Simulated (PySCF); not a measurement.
Breaking a bond: SMILES S. The S1–H3 bond (S1 also carries H; H3 carries nothing else) is stretched with both fragments frozen at the PBE0/def2-TZVP optimised geometry.

```
3

S      0.0000     0.0000     0.0000
H      0.0000     1.3402    -0.0543
H      0.0000     0.0000     1.3413
```

UKS-wB97X-V = unrestricted wB97X-V/cc-pVTZ run with PySCF; RKS-wB97X-V = restricted wB97X-V/cc-pVTZ in PySCF; UHF/cc-pVTZ (PySCF).

Energies are in eV, each relative to the lowest point of its own curve near equilibrium.

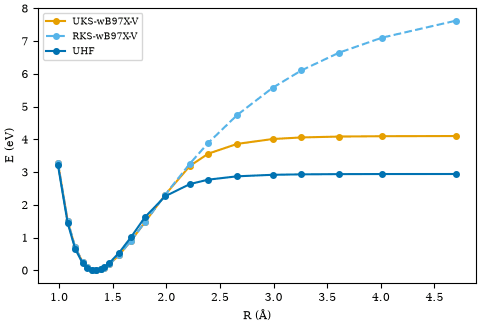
*Energy against bond length for each method.*

```tsv
R / Å	UKS-wB97X-V	RKS-wB97X-V	UHF
0.99	3.269	3.269	3.203
1.08	1.503	1.503	1.443
1.15	0.702	0.702	0.654
1.22	0.247	0.247	0.214
1.26	0.103	0.103	0.080
1.31	0.014	0.014	0.005
1.34	0.000	0.000	0.000
1.39	0.031	0.031	0.046
1.42	0.076	0.076	0.101
1.47	0.186	0.186	0.227
1.56	0.467	0.467	0.539
1.67	0.899	0.899	1.008
1.80	1.466	1.466	1.620
1.99	2.309	2.309	2.263
2.22	3.189	3.260	2.633
2.39	3.560	3.887	2.767
2.66	3.860	4.741	2.870
2.99	4.008	5.571	2.916
3.26	4.057	6.105	2.930
3.61	4.083	6.645	2.937
4.01	4.094	7.102	2.939
4.70	4.100	7.622	2.940
```

At the longest distance, 4.70 Å, RKS-wB97X-V lies highest above its minimum (7.622 eV) and UHF lowest (2.940 eV).

The unrestricted determinant behind UKS-wB97X-V is spin-contaminated at 2.22 to 4.70 Å (<S²> up to 1.0, against 0.00 for a pure singlet). The restricted form behind RKS-wB97X-V keeps the bonding electrons paired and can't separate into open-shell fragments. The unrestricted determinant behind UHF is spin-contaminated at 1.80 to 4.70 Å (<S²> up to 1.0, against 0.00 for a pure singlet).
